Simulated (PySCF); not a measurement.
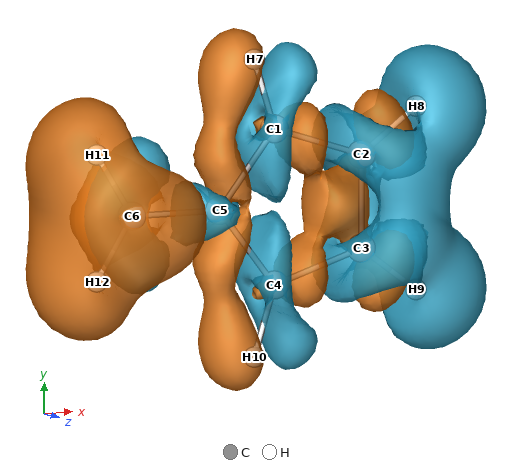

*C$_{6}$H$_{6}$, triplet, SMILES `[CH]1C=C[CH]C1=C`. Change of the electron density in a uniform field of 0.51 V/Å, surfaces at ±0.003 e/Å³ (light blue: gain, orange: loss).*

Level of theory: B3LYP/6-311+G** (PySCF), at a geometry from GFN2-xTB. No frequency check shows the geometry to be a minimum. The basis has diffuse s and p functions alone, which still leaves polarisabilities too small, most of all across bonds. The stability of the open-shell solution wasn't checked. GFN2-xTB doesn't know the spin state, so this open-shell geometry is rough.

> Along which Cartesian direction does the field point?

Along −x: electrons gather on the +x side, against the field.

> What dipole is induced, and what polarisability does it imply?

The induced dipole is 2.40 D (along the field); α along this axis, from the fields in both directions, is 97 bohr³ (14.4 Å³). The response isn't linear: the two directions induce 2.40 and 2.53 D.

> Which atoms gain and lose the most charge?

Electrons gather most on C2 and C3 alike (Hirshfeld charge changes by −0.023 e) and leave C6 most (+0.041 e); 0.159 electrons are displaced in all.
